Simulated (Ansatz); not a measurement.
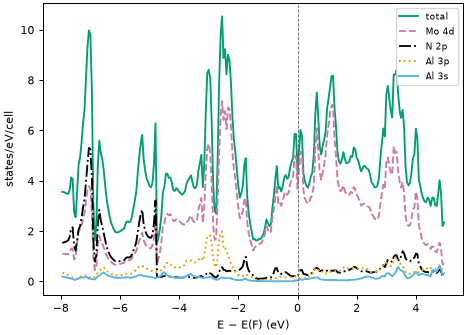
Figure. Total and projected density of states of AlMo2N in space group P6_3/mmc (No. 194; Al on 2d, Mo on 4f, N on 2a), r²SCAN (plane waves, PAW; program Ansatz)

Question: Which orbitals carry the states next to the Fermi level?

Answer: Within 0.5 eV of the Fermi level: Mo 4d 84 %, N 2p 6 %. Projections are on Löwdin-orthogonalised atomic valence shells; empty p or d shells of many metals are not among them.

Question: Where is the tallest occupied peak in this window, and what makes it?

Answer: Near -2.5 eV, about 11 states/eV per cell; the largest projected share is Mo 4d.

The start of the workflow was typed in or built on a structure type; neither database checked (COD, Materials Project) lists it. Its standing as an ambient phase is unchecked. Symmetry was held in the r²SCAN relaxation; whether a distortion lowers the energy is not shown. The workflow began spin-polarised and lost its moments. Spin–orbit coupling is left out wherever it is not named.

Potentials: the earlier of the program's two PAW sets.
